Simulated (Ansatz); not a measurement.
**F₃H₃MoO₃ (SMILES [OH][Mo]([OH])([OH])([F])([F])[F]): density, localisation and related maps**

Input file:

```
crystal:
  periodic: [false, false, false]
  atoms:
    - {symbol: F, position_ang: [-0.724109, 0.803402, -1.361369]}
    - {symbol: F, position_ang: [-0.531411, 1.296129, 1.183615]}
    - {symbol: F, position_ang: [0.919922, -1.127752, 1.337069]}
    - {symbol: Mo, position_ang: [0.079256, -0.109025, 0.053946]}
    - {symbol: O, position_ang: [-1.551195, -0.796094, 0.570853]}
    - {symbol: O, position_ang: [1.537523, 1.016451, -0.013608]}
    - {symbol: O, position_ang: [0.550614, -1.327264, -1.234882]}
    - {symbol: H, position_ang: [-2.136820, -0.319235, 1.176085]}
    - {symbol: H, position_ang: [1.560715, 1.850723, 0.476412]}
    - {symbol: H, position_ang: [0.378606, -1.338636, -2.185222]}
basis:
  gaussian: {orbitals: def2-SVPD}
hamiltonian: {xc: pbe0}
output: {forces: true, orbitals: {seedname: orbitals}}
```

Command:

```sh
ansatz run input.yaml --threads 2 --pin off --max-ram 6090MiB --events-out events.jsonl --progress --plain --runs-dir runs
```

Geometry: PBE0-D4/def2-SVP; core potentials replace the inner electrons of Mo.

Method: isolated molecule in a Gaussian basis; Kohn-Sham density functional theory, functional PBE0 (Ansatz).

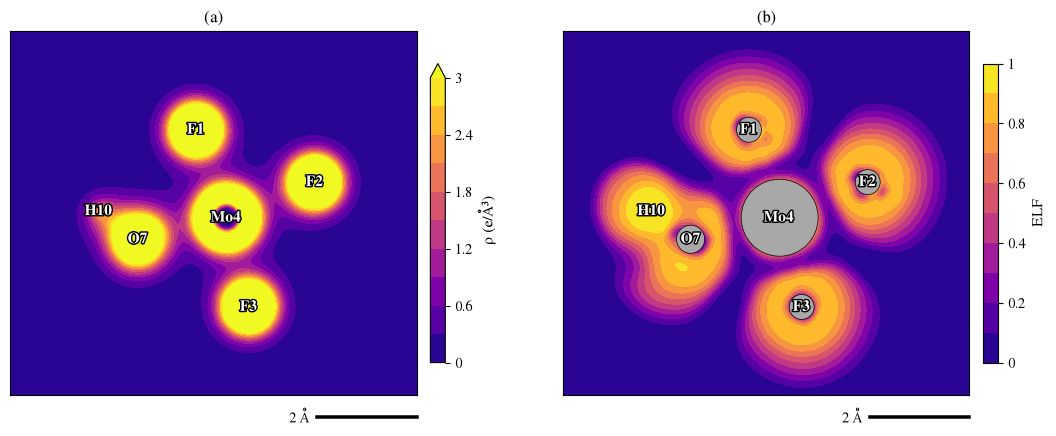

Figure 1. (a) electron density; (b) ELF on the plane of atoms F1, Mo4 and F3. Grey discs cover the atomic cores in the ELF map.

Interpret the plot.

Answer. The section cuts through F, Mo, O and H sites.
Mo–O (1.84 Å): ρ is about 1.2 e/Å³ halfway; the ELF peaks at about 0.85 in the valence shell of O, 0.6 Å from its nucleus, and drops to about 0.25 between the two atoms.
Mo–F (1.84 Å): the density is about 1.1 e/Å³ at the midpoint; the ELF peaks at about 0.85 in the valence shell of F, 0.5 Å from its nucleus, and drops to about 0.20 between the two atoms.
O–H (0.97 Å): ρ at the midpoint is about 3.7 e/Å³; the ELF climbs to about 1 towards the hydrogen, as it does in any bond to H: an ordinary covalent bond to hydrogen.
Mo–F (1.90 Å): ρ at the midpoint is about 0.97 e/Å³; the ELF peaks at about 0.85 in the valence shell of F, 0.5 Å from its nucleus, and drops to about 0.20 between the two atoms.

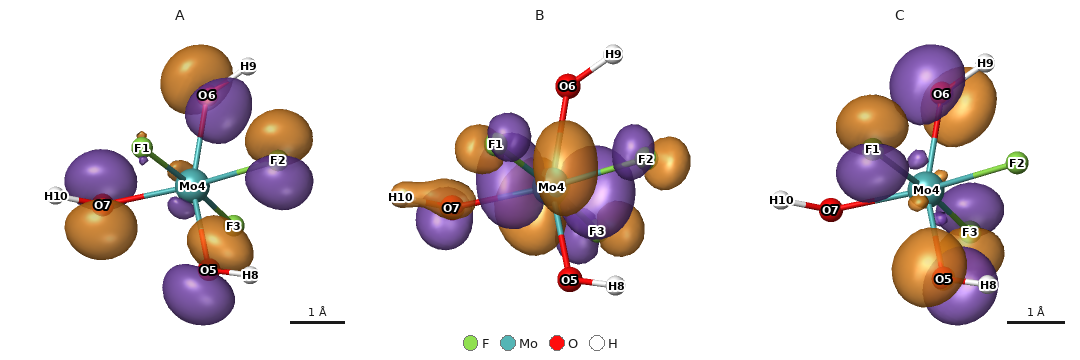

Figure 2. Three frontier orbitals at ±0.15 Å⁻³ᐟ² (orange and purple are the two phases), in no order.

Which picture is the HOMO−1, the HOMO and the LUMO?

Answer. C is the HOMO−1 (−10.41 eV). Its weight (Hirshfeld) is mainly on O5 (about 25 %), O6 (about 25 %), F1 (about 25 %) and F3 (about 15 %); largely a combination of lone pairs on O5, O6, F1 and F3. A is the HOMO (−10.04 eV). By Hirshfeld shares it lies mainly on F2 (about 25 %), O7 (about 20 %), O5 (about 20 %) and O6 (about 20 %); largely a combination of lone pairs on F2, O7, O5 and O6. B is the LUMO (−4.26 eV). It lies mainly on Mo4 (about 65 %), F3 (about 10 %), O7 (about 10 %), F2 (about 10 %) and F1 (about 5 %).

What is the HOMO–LUMO gap?

Answer. 5.78 eV between the orbital energies.

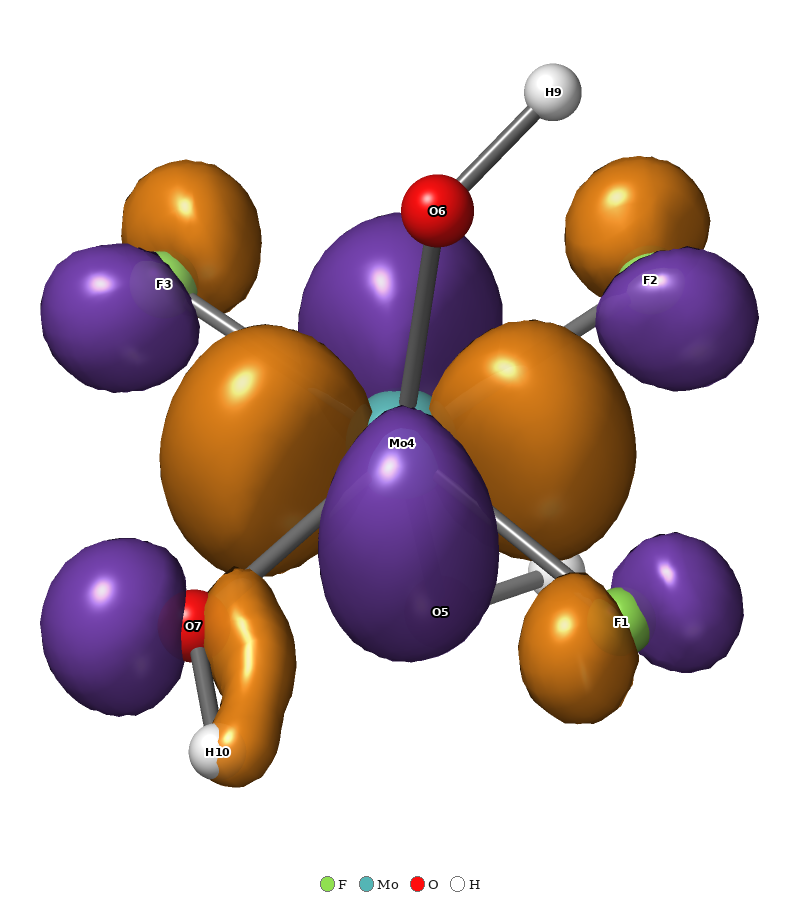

Figure 3. The LUMO at ±0.15 Å⁻³ᐟ² (orange and purple are the two phases), seen at an oblique angle.

Where does this orbital lie, and at what energy?

Answer. By Hirshfeld shares it lies mainly on Mo4 (about 65 %), F3 (about 10 %), O7 (about 10 %), F2 (about 10 %) and F1 (about 5 %). Its energy is −4.26 eV.
